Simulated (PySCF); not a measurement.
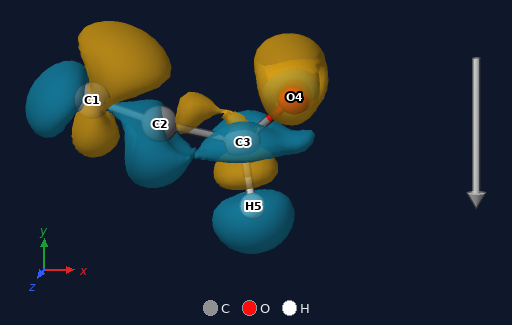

*C3HO, doublet, SMILES `[C]#CC=O`. Change of the electron density in a uniform field of 0.41 V/Å along −y (arrow), surfaces at ±0.004 e/Å³ (yellow: gain, teal: loss).*

Computed with PySCF, HF/def2-TZVP, geometry: GFN2-xTB. No frequency check shows the geometry to be a minimum. A basis without diffuse functions makes polarisabilities too small. The stability of the open-shell solution wasn't checked. GFN2-xTB doesn't know the spin state, so this open-shell geometry is rough.

Q: How large is the response?

A: The induced dipole is 0.53 D (along the field); α along this axis, from the fields in both directions, is 27 bohr³ (3.9 Å³).

Q: Which atoms gain and lose the most charge?

A: Electrons gather most on O4 (Hirshfeld charge changes by −0.018 e) and leave H5 most (+0.015 e); 0.075 electrons are displaced in all.
